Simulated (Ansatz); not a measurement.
**Molecular dynamics of InH5O3 (part 5 of 5)**

Continued. System: InH5O3. Method: RKS r2SCAN/def2-SVP (Ansatz 0.2.0). It belongs to a series of runs on one base structure; here: dynamics from the highest image of the converged band.

Geometry of the input (Å):
```
In 0.0525  -0.8185  -1.6458
H  -0.4828  -0.7528  0.7526
O  0.1437  1.6278  -0.7597
O  -1.4354  -0.7692  0.3909
H  -0.0866  1.2003  0.0835
O  1.0329  -0.6286  0.3207
H  1.1116  1.6023  -0.6818
H  -1.9857  -0.1606  0.9000
H  1.6498  -1.3006  0.6397
```

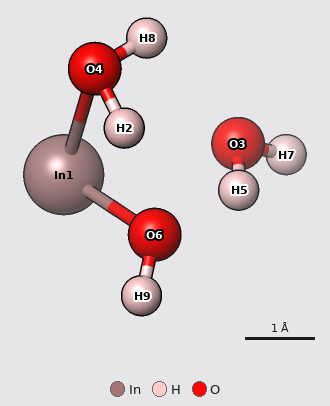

*The geometry at step 173 of the log (ball-and-stick view, seen at a tilt; atoms are numbered from 1 in the order of the input).*

Trajectory as extended XYZ, continued
```
9
Properties=species:S:1:pos:R:3:forces:R:3 step=146 time_fs=73.0 energy=-11391.98002 temperature=136.4
In    0.0411   -0.8279   -1.6404    0.1038  -0.0131   0.2765
H    -0.5801   -0.7322    0.7419    0.1344   0.0353   0.0667
O     0.2331    1.5927   -0.6512   -1.1764  -0.1376  -0.1889
O    -1.4894   -0.8406    0.3372   -0.2929   0.8633  -0.3290
H     1.0351    1.1652   -0.3081    0.3026  -0.4196   0.5613
O     1.0306   -0.5409    0.3290    0.6065  -0.0919  -0.2127
H     0.4381    2.3449   -1.1971    0.4187   0.5457  -0.3741
H    -1.8123    0.0872    0.2441    0.3228  -0.7319   0.2596
H     1.8944   -0.9055    0.5885   -0.4194  -0.0501  -0.0592
9
Properties=species:S:1:pos:R:3:forces:R:3 step=149 time_fs=74.5 energy=-11391.98562 temperature=142.4
In    0.0407   -0.8277   -1.6391    0.1294   0.0040   0.2510
H    -0.5755   -0.7363    0.7455   -0.1461  -0.0274  -0.0953
O     0.2312    1.5865   -0.6527   -0.4845   0.8429  -0.8254
O    -1.4914   -0.8388    0.3324    0.5601  -0.5367  -0.0110
H     1.0464    1.1864   -0.2895   -0.0275  -0.3733   0.4463
O     1.0347   -0.5397    0.3265   -0.3617   0.2923  -0.4596
H     0.4561    2.3734   -1.1871    0.0246  -0.4843   0.3387
H    -1.7905    0.0630    0.2313   -0.2322   0.7489   0.1121
H     1.8822   -0.9013    0.5676    0.5379  -0.4663   0.2432
9
Properties=species:S:1:pos:R:3:forces:R:3 step=151 time_fs=75.5 energy=-11391.95646 temperature=111.4
In    0.0404   -0.8276   -1.6382    0.1432   0.0164   0.2238
H    -0.5738   -0.7393    0.7469   -0.2714  -0.0576  -0.1687
O     0.2294    1.5829   -0.6542    0.1004   1.1656  -0.9310
O    -1.4924   -0.8379    0.3291    0.9544  -1.2522   0.1615
H     1.0541    1.1959   -0.2716   -0.4360  -0.2772   0.2733
O     1.0372   -0.5387    0.3245   -0.6812   0.4311  -0.5141
H     0.4690    2.3882   -1.1775   -0.1744  -0.9179   0.5940
H    -1.7780    0.0537    0.2244   -0.4963   1.5051   0.0224
H     1.8790   -0.9035    0.5562    0.8612  -0.6134   0.3387
9
Properties=species:S:1:pos:R:3:forces:R:3 step=154 time_fs=77.0 energy=-11391.98056 temperature=137.3
In    0.0401   -0.8273   -1.6369    0.1631   0.0267   0.1755
H    -0.5761   -0.7448    0.7460   -0.2645  -0.0572  -0.1671
O     0.2269    1.5787   -0.6575    0.6313   0.9929  -0.6134
O    -1.4929   -0.8378    0.3243    0.7792  -0.7712   0.1285
H     1.0568    1.2054   -0.2403   -0.9147  -0.2099   0.0376
O     1.0403   -0.5367    0.3210   -0.1590   0.2171  -0.3194
H     0.4850    2.3939   -1.1525   -0.2534  -0.8348   0.4830
H    -1.7677    0.0656    0.2146   -0.3374   1.0333   0.0762
H     1.8885   -0.9173    0.5448    0.3553  -0.3967   0.1991
9
Properties=species:S:1:pos:R:3:forces:R:3 step=156 time_fs=78.0 energy=-11392.01124 temperature=170.5
In    0.0399   -0.8272   -1.6360    0.1770   0.0261   0.1411
H    -0.5808   -0.7491    0.7434   -0.1313  -0.0319  -0.0937
O     0.2257    1.5767   -0.6602    0.5869   0.4994  -0.2163
O    -1.4926   -0.8384    0.3212    0.3028   0.2395  -0.0511
H     1.0483    1.2091   -0.2186   -0.9904  -0.2527  -0.0296
O     1.0423   -0.5352    0.3183    0.5098  -0.0854  -0.1122
H     0.4928    2.3877   -1.1300   -0.1397  -0.3069   0.1386
H    -1.7652    0.0868    0.2088   -0.0093  -0.0003   0.2018
H     1.9000   -0.9316    0.5399   -0.3057  -0.0877   0.0214
9
Properties=species:S:1:pos:R:3:forces:R:3 step=159 time_fs=79.5 energy=-11392.00489 temperature=164.5
In    0.0396   -0.8270   -1.6347    0.1982   0.0184   0.0850
H    -0.5896   -0.7561    0.7382    0.1568   0.0058   0.0623
O     0.2245    1.5742   -0.6645   -0.0032  -0.3801   0.2820
O    -1.4919   -0.8389    0.3165   -0.3575   1.3823  -0.3083
H     1.0184    1.2098   -0.1865   -0.7008  -0.4204   0.0499
O     1.0458   -0.5331    0.3143    1.1305  -0.4129   0.0918
H     0.5026    2.3752   -1.0949    0.1758   0.7364  -0.4524
H    -1.7609    0.1161    0.2041    0.3369  -1.1789   0.3343
H     1.9102   -0.9539    0.5325   -0.9366   0.2494  -0.1446
9
Properties=species:S:1:pos:R:3:forces:R:3 step=161 time_fs=80.5 energy=-11392.01379 temperature=174.7
In    0.0394   -0.8268   -1.6337    0.2103   0.0145   0.0422
H    -0.5940   -0.7607    0.7352    0.3013   0.0075   0.1379
O     0.2237    1.5723   -0.6671   -0.4678  -0.5479   0.2660
O    -1.4917   -0.8382    0.3131   -0.5383   1.5388  -0.3663
H     0.9897    1.2055   -0.1646   -0.3358  -0.5496   0.1907
O     1.0489   -0.5320    0.3117    1.0663  -0.4267   0.1087
H     0.5107    2.3740   -1.0761    0.3014   1.0296  -0.5819
H    -1.7545    0.1231    0.2047    0.3587  -1.3347   0.3362
H     1.9068   -0.9663    0.5260   -0.8962   0.2685  -0.1336
9
Properties=species:S:1:pos:R:3:forces:R:3 step=163 time_fs=81.5 energy=-11392.05779 temperature=222.5
In    0.0393   -0.8267   -1.6328    0.2179   0.0161  -0.0075
H    -0.5956   -0.7653    0.7335    0.3314  -0.0173   0.1502
O     0.2227    1.5701   -0.6696   -0.7158  -0.1581  -0.0617
O    -1.4917   -0.8367    0.3096   -0.4304   1.1687  -0.2961
H     0.9577    1.1959   -0.1409    0.0064  -0.6261   0.3143
O     1.0527   -0.5311    0.3091    0.6252  -0.2509   0.0389
H     0.5217    2.3823   -1.0626    0.2424   0.7038  -0.3810
H    -1.7447    0.1177    0.2086    0.2111  -0.9358   0.2700
H     1.8950   -0.9762    0.5183   -0.4882   0.0995  -0.0271
9
Properties=species:S:1:pos:R:3:forces:R:3 step=166 time_fs=83.0 energy=-11392.09863 temperature=267.1
In    0.0391   -0.8264   -1.6314    0.2159   0.0320  -0.0976
H    -0.5924   -0.7727    0.7335    0.1528  -0.0818   0.0473
O     0.2204    1.5667   -0.6735   -0.5384   0.7707  -0.5535
O    -1.4922   -0.8332    0.3039    0.1773  -0.1710  -0.0042
H     0.9102    1.1705   -0.0998    0.1794  -0.5207   0.2403
O     1.0590   -0.5300    0.3052   -0.3715   0.2329  -0.1290
H     0.5418    2.4050   -1.0480   -0.0445  -0.3745   0.1788
H    -1.7272    0.0957    0.2188   -0.2237   0.4759   0.0984
H     1.8706   -0.9903    0.5069    0.4526  -0.3636   0.2195
9
Properties=species:S:1:pos:R:3:forces:R:3 step=168 time_fs=84.0 energy=-11392.08387 temperature=251.8
In    0.0389   -0.8263   -1.6305    0.2051   0.0488  -0.1661
H    -0.5882   -0.7785    0.7342   -0.0342  -0.1126  -0.0568
O     0.2184    1.5650   -0.6765   -0.2275   1.0366  -0.5446
O    -1.4925   -0.8309    0.3001    0.6130  -1.0316   0.1923
H     0.8806    1.1472   -0.0695    0.0564  -0.2999  -0.0308
O     1.0629   -0.5291    0.3026   -0.7784   0.4467  -0.1648
H     0.5550    2.4172   -1.0369   -0.1842  -0.9041   0.4358
H    -1.7175    0.0847    0.2270   -0.4734   1.3711   0.0134
H     1.8583   -1.0033    0.5015    0.8233  -0.5550   0.3216
9
Properties=species:S:1:pos:R:3:forces:R:3 step=171 time_fs=85.5 energy=-11392.09660 temperature=265.5
In    0.0388   -0.8260   -1.6292    0.1815   0.0716  -0.2713
H    -0.5830   -0.7891    0.7339   -0.2408  -0.1016  -0.1658
O     0.2152    1.5635   -0.6815    0.0514   0.6097  -0.0586
O    -1.4921   -0.8286    0.2947    0.7617  -0.8933   0.2921
H     0.8365    1.1077   -0.0256   -0.1847   0.0995  -0.5570
O     1.0681   -0.5274    0.2985   -0.4564   0.2096   0.0210
H     0.5717    2.4192   -1.0124   -0.1400  -0.9394   0.4725
H    -1.7114    0.0926    0.2397   -0.4210   1.2231   0.0306
H     1.8538   -1.0323    0.4990    0.4483  -0.2794   0.2364
9
Properties=species:S:1:pos:R:3:forces:R:3 step=173 time_fs=86.5 energy=-11392.11267 temperature=282.5
In    0.0387   -0.8258   -1.6283    0.1683   0.0785  -0.3370
H    -0.5820   -0.7975    0.7320   -0.2674  -0.0600  -0.1714
O     0.2131    1.5630   -0.6849   -0.0599  -0.1094   0.3844
O    -1.4914   -0.8278    0.2912    0.5063   0.0514   0.2491
H     0.8052    1.0820   -0.0023   -0.2349   0.3179  -0.8243
O     1.0711   -0.5260    0.2957    0.0971  -0.2071   0.2254
H     0.5811    2.4093   -0.9905    0.0815  -0.4601   0.3020
H    -1.7126    0.1128    0.2485   -0.1485   0.2354   0.0869
H     1.8568   -1.0553    0.5003   -0.1425   0.1533   0.0849
9
Properties=species:S:1:pos:R:3:forces:R:3 step=176 time_fs=88.0 energy=-11392.07446 temperature=241.3
In    0.0387   -0.8256   -1.6270    0.1637   0.0697  -0.4250
H    -0.5852   -0.8109    0.7261   -0.1295   0.0145  -0.0781
O     0.2098    1.5620   -0.6896   -0.5880  -1.2545   0.8440
O    -1.4897   -0.8263    0.2864   -0.0249   1.3183   0.1457
H     0.7544    1.0496    0.0176   -0.0891   0.4979  -0.9429
O     1.0759   -0.5243    0.2919    0.6348  -0.7187   0.4319
H     0.5977    2.3885   -0.9529    0.5506   0.5321  -0.0139
H    -1.7161    0.1445    0.2633    0.2218  -1.1086   0.1182
H     1.8575   -1.0861    0.5035   -0.7393   0.6491  -0.0799
9
Properties=species:S:1:pos:R:3:forces:R:3 step=178 time_fs=89.0 energy=-11392.05711 temperature=222.6
In    0.0386   -0.8254   -1.6262    0.1732   0.0513  -0.4769
H    -0.5890   -0.8198    0.7211    0.0346   0.0500   0.0210
O     0.2072    1.5604   -0.6921   -0.9085  -1.4608   0.7922
O    -1.4885   -0.8244    0.2832   -0.2960   1.5928   0.0865
H     0.7193    1.0336    0.0198    0.1282   0.4944  -0.8008
O     1.0794   -0.5236    0.2896    0.5855  -0.7994   0.4391
H     0.6147    2.3794   -0.9275    0.6995   0.8020  -0.0771
H    -1.7163    0.1542    0.2745    0.3101  -1.4184   0.0996
H     1.8499   -1.0996    0.5049   -0.7267   0.6882  -0.0835
9
Properties=species:S:1:pos:R:3:forces:R:3 step=180 time_fs=90.0 energy=-11392.07685 temperature=243.6
In    0.0386   -0.8252   -1.6255    0.1901   0.0261  -0.5245
H    -0.5925   -0.8282    0.7163    0.1882   0.0660   0.1091
O     0.2040    1.5581   -0.6941   -0.9994  -0.9304   0.4153
O    -1.4875   -0.8216    0.2801   -0.4031   1.3299   0.0504
H     0.6854    1.0224    0.0144    0.4069   0.3739  -0.4875
O     1.0834   -0.5234    0.2876    0.2080  -0.6254   0.3385
H     0.6381    2.3777   -0.9027    0.5423   0.4741   0.0177
H    -1.7136    0.1506    0.2867    0.2464  -1.1694   0.0720
H     1.8356   -1.1066    0.5055   -0.3792   0.4553   0.0089
9
Properties=species:S:1:pos:R:3:forces:R:3 step=183 time_fs=91.5 energy=-11392.08450 temperature=251.4
In    0.0386   -0.8249   -1.6245    0.2158  -0.0146  -0.5906
H    -0.5943   -0.8397    0.7112    0.2691   0.0663   0.1507
O     0.1982    1.5537   -0.6968   -0.7847   0.5758  -0.3621
O    -1.4865   -0.8161    0.2756   -0.1606   0.0369   0.0467
H     0.6428    1.0114   -0.0010    0.8203   0.0180   0.1522
O     1.0894   -0.5238    0.2850   -0.6776  -0.0446   0.0716
H     0.6816    2.3812   -0.8648   -0.0659  -0.5516   0.2018
H    -1.7059    0.1271    0.3062   -0.0927   0.1295   0.0674
H     1.8092   -1.1105    0.5071    0.4762  -0.2158   0.2623
9
Properties=species:S:1:pos:R:3:forces:R:3 step=185 time_fs=92.5 energy=-11392.04558 temperature=209.6
In    0.0386   -0.8247   -1.6238    0.2237  -0.0375  -0.6326
H    -0.5923   -0.8465    0.7096    0.1949   0.0719   0.1063
O     0.1937    1.5510   -0.6988   -0.5627   1.3231  -0.6539
O    -1.4860   -0.8122    0.2726    0.1759  -0.9950   0.0631
H     0.6236    1.0048   -0.0105    0.9603  -0.2024   0.4671
O     1.0930   -0.5241    0.2833   -1.0649   0.2361  -0.0502
H     0.7108    2.3785   -0.8374   -0.4246  -1.0166   0.2052
H    -1.7014    0.1110    0.3200   -0.3563   1.1601   0.1090
H     1.7960   -1.1146    0.5110    0.8537  -0.5397   0.3860
9
Properties=species:S:1:pos:R:3:forces:R:3 step=188 time_fs=94.0 energy=-11392.04276 temperature=206.3
In    0.0387   -0.8244   -1.6230    0.2136  -0.0599  -0.6922
H    -0.5863   -0.8554    0.7087   -0.0200   0.1167  -0.0107
O     0.1864    1.5485   -0.7025   -0.2377   1.3446  -0.3810
O    -1.4849   -0.8076    0.2682    0.4591  -1.3121   0.1445
H     0.6117    0.9913   -0.0163    0.7837  -0.2408   0.4163
O     1.0972   -0.5244    0.2807   -0.7817  -0.0190   0.0657
H     0.7465    2.3563   -0.7930   -0.5717  -0.9540   0.0143
H    -1.7012    0.1085    0.3428   -0.4176   1.4354   0.1483
H     1.7910   -1.1300    0.5235    0.5723  -0.3107   0.2947
9
Properties=species:S:1:pos:R:3:forces:R:3 step=190 time_fs=95.0 energy=-11392.07264 temperature=238.1
In    0.0388   -0.8242   -1.6225    0.1955  -0.0668  -0.7285
H    -0.5823   -0.8600    0.7082   -0.1506   0.1634  -0.0742
O     0.1813    1.5479   -0.7053   -0.1181   0.6887   0.1497
O    -1.4839   -0.8055    0.2653    0.3578  -0.4872   0.2732
H     0.6134    0.9794   -0.0151    0.4575  -0.0930   0.0937
O     1.0994   -0.5245    0.2791   -0.2294  -0.4952   0.2907
H     0.7637    2.3300   -0.7629   -0.3631  -0.4451  -0.1765
H    -1.7060    0.1237    0.3598   -0.1807   0.5617   0.0787
H     1.7949   -1.1444    0.5356    0.0311   0.1734   0.0933
9
Properties=species:S:1:pos:R:3:forces:R:3 step=193 time_fs=96.5 energy=-11392.03629 temperature=198.8
In    0.0389   -0.8239   -1.6219    0.1667  -0.0702  -0.7773
H    -0.5790   -0.8638    0.7060   -0.2311   0.2155  -0.0994
O     0.1735    1.5476   -0.7092   -0.1347  -0.5453   0.9177
O    -1.4819   -0.8027    0.2614    0.0294   0.9370   0.4908
H     0.6230    0.9603   -0.0127   -0.0730   0.1231  -0.4026
O     1.1025   -0.5254    0.2769    0.3903  -1.0245   0.5729
H     0.7842    2.2847   -0.7215    0.1899   0.5466  -0.4219
H    -1.7155    0.1533    0.3861    0.2282  -0.9227  -0.1169
H     1.8001   -1.1616    0.5547   -0.5658   0.7406  -0.1632
9
Properties=species:S:1:pos:R:3:forces:R:3 step=195 time_fs=97.5 energy=-11391.99207 temperature=150.7
In    0.0390   -0.8238   -1.6215    0.1552  -0.0740  -0.8069
H    -0.5796   -0.8638    0.7034   -0.1894   0.2164  -0.0668
O     0.1683    1.5471   -0.7111   -0.0553  -0.9679   1.2129
O    -1.4806   -0.8003    0.2591   -0.1479   1.3940   0.5691
H     0.6293    0.9488   -0.0152   -0.3328   0.1725  -0.5744
O     1.1048   -0.5267    0.2759    0.4374  -1.0463   0.6140
H     0.7993    2.2596   -0.6987    0.3754   0.9007  -0.5239
H    -1.7197    0.1641    0.4026    0.3574  -1.3878  -0.2216
H     1.7976   -1.1650    0.5659   -0.6000   0.7924  -0.2025
9
Properties=species:S:1:pos:R:3:forces:R:3 step=198 time_fs=99.0 energy=-11391.98954 temperature=147.1
In    0.0392   -0.8235   -1.6211    0.1548  -0.0927  -0.8491
H    -0.5834   -0.8602    0.6985   -0.0127   0.1565   0.0287
O     0.1604    1.5452   -0.7127    0.5116  -0.6236   1.3232
O    -1.4788   -0.7951    0.2563   -0.2262   1.0969   0.5140
H     0.6324    0.9345   -0.0292   -0.5035   0.1115  -0.5368
O     1.1087   -0.5298    0.2750   -0.0619  -0.5620   0.4041
H     0.8279    2.2374   -0.6740   -0.0114   0.6156  -0.6292
H    -1.7198    0.1561    0.4233    0.2433  -1.0417  -0.2387
H     1.7842   -1.1569    0.5795   -0.0939   0.3395  -0.0161
9
Properties=species:S:1:pos:R:3:forces:R:3 step=200 time_fs=100.0 energy=-11391.99276 temperature=150.2
In    0.0393   -0.8234   -1.6210    0.1621  -0.1180  -0.8768
H    -0.5863   -0.8557    0.6955    0.1312   0.0875   0.0936
O     0.1554    1.5435   -0.7128    0.9708  -0.0477   1.2141
O    -1.4778   -0.7908    0.2549   -0.1105   0.2958   0.3558
H     0.6287    0.9264   -0.0450   -0.4671   0.0056  -0.3414
O     1.1113   -0.5323    0.2748   -0.6008  -0.0588   0.1433
H     0.8474    2.2305   -0.6649   -0.4975   0.1702  -0.6789
H    -1.7168    0.1378    0.4342   -0.0259  -0.1786  -0.1256
H     1.7734   -1.1467    0.5880    0.4377  -0.1559   0.2159
```

Summary

| quantity | value |
| --- | --- |
| outcome | finished |
| mean temperature over the second half | 216 K |
| trajectory | 200 steps, 100 fs |
| ensemble | nve |
| temperature in the input | 100.0 K |
| time step | 0.5 fs |
| potential energy (last step) | −11391.9928 eV |
| mean-field energy (last step) | −11391.9928 eV |
| largest force (length of the vector) (last step) | 1.555 eV/Å |
| wall time | 10 min (CPU time 20 min) |
| peak memory | 0.15 GiB |

Remarks

So short a trajectory is not equilibrated.
